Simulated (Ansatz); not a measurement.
# F$_{4}$OSi$_{2}$ (SMILES F[Si]O[Si](F)(F)F): what the fields show

Input file:

```
crystal:
  periodic: [false, false, false]
  atoms:
    - symbol: F
      position_ang: [-3.759574, 1.411951, -0.493379]
    - symbol: F
      position_ang: [-0.486980, 0.391379, -1.624920]
    - symbol: F
      position_ang: [-0.716025, 0.097393, 0.939074]
    - symbol: F
      position_ang: [-0.234450, -1.950239, -0.561485]
    - symbol: O
      position_ang: [-2.625417, -0.844481, -0.648478]
    - symbol: Si
      position_ang: [-4.157129, -0.162463, -0.708979]
    - symbol: Si
      position_ang: [-1.028664, -0.571317, -0.474564]
basis:
  gaussian:
    orbitals: def2-SVPD
hamiltonian:
  xc: {name: PBE0}
output: {forces: true, orbitals: {seedname: orbitals}}
```

Launched as:

```sh
ansatz run input.yaml --threads 2 --pin off --max-ram 4350MiB --events-out events.jsonl --progress --plain --runs-dir runs
```

Geometry: r2SCAN-D4/def2-SVP.

All numbers below come from isolated molecule in a Gaussian basis; Kohn-Sham density functional theory, functional PBE0 in Ansatz.

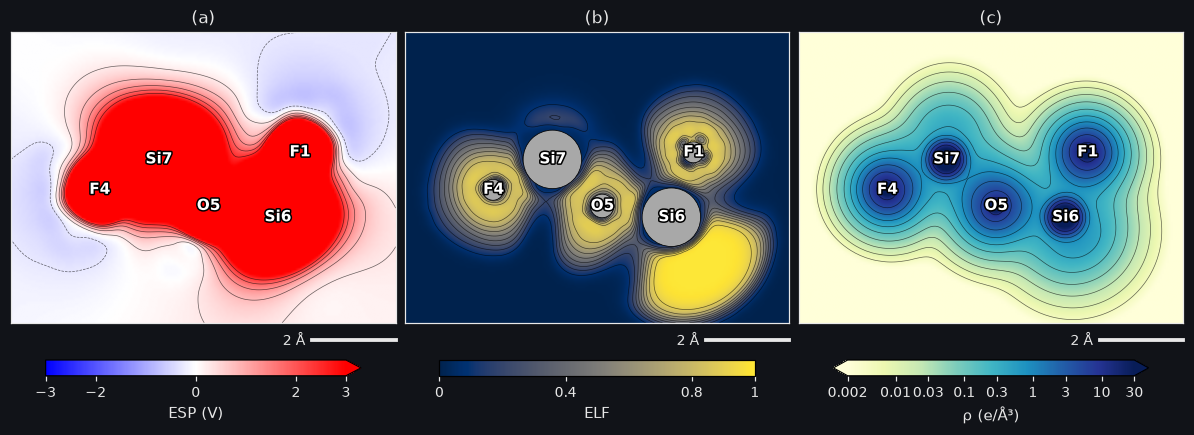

Figure 1. (a) molecular electrostatic potential; (b) ELF; (c) electron density on the plane of atoms F1, Si6 and O5. Grey discs cover the atomic cores in the ELF map.

What does the map show?

Atoms in the plane: F, O and Si. Si–F (1.59 Å): ρ is about 1.1 e/Å³ halfway; the ELF peaks at about 0.85 in the valence shell of F, 0.6 Å from its nucleus, and is about 0.50 at the midpoint. Si–O (1.63 Å): ρ at the midpoint is about 1.1 e/Å³; the ELF peaks at about 0.85 between the atoms; a polar covalent bond. Si–F (1.64 Å): ρ at the midpoint is about 0.96 e/Å³; the ELF peaks at about 0.85 in the valence shell of F, 0.6 Å from its nucleus, and is about 0.40 at the midpoint. Si–O (1.68 Å): the density is about 0.98 e/Å³ at the midpoint; the ELF peaks at about 0.85 between the atoms, as expected for a shared but strongly polarised pair. The ELF also peaks beside Si6, O5, F4 and F1, away from the bonds: lone-pair regions. Outside the dense part of the molecule the potential is most negative (−0.7 V) near F1.

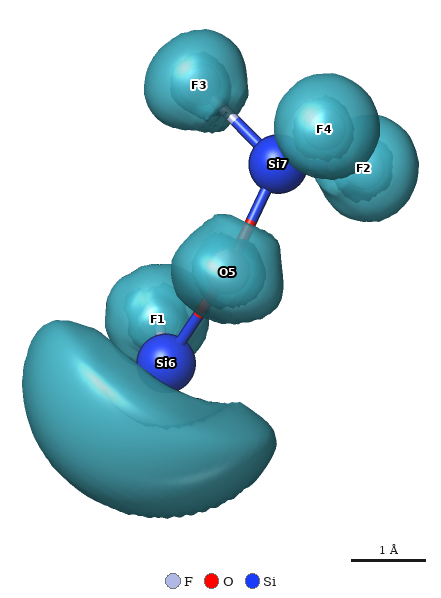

Figure 2. Isosurface of the ELF at 0.8 (cyan), seen at an oblique angle. Only the valence region is drawn (cores and ρ < 0.01 e/Å³ removed).

Where are the electrons localised?

The ELF exceeds this value in one lobe on Si, pointing away from the bonds (lone pairs), four regions wrapped around F (its lone pairs, merged into a ring or cap) and one region wrapped around O (its lone pairs, merged into a ring or cap).

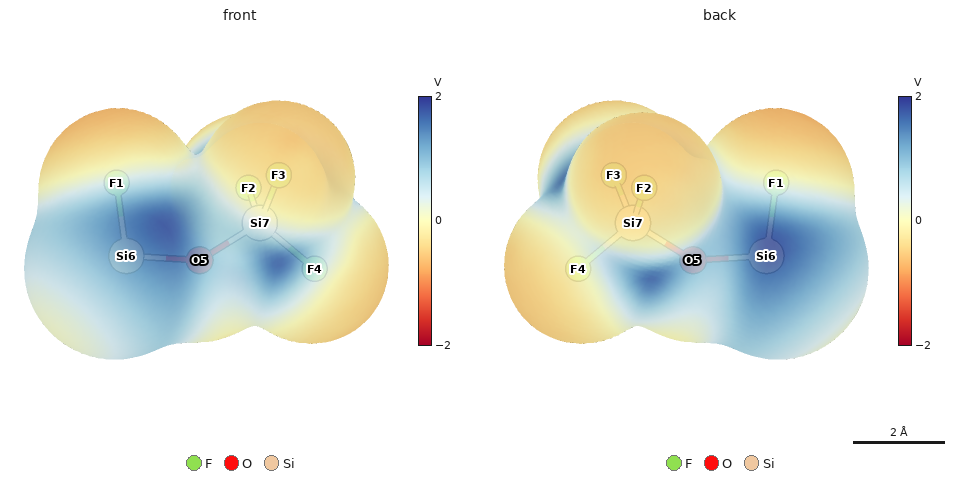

Figure 3. The molecular electrostatic potential painted on the density surface at 0.001 e/bohr³, seen from the front and from behind; red is negative and blue positive.

Where is the surface potential most negative and most positive?

The most negative region (about −0.7 V) lies over F1, the most positive (about +1.8 V) over Si6.

How polar is the molecule by this calculation?

Its dipole moment is 1.97 D.
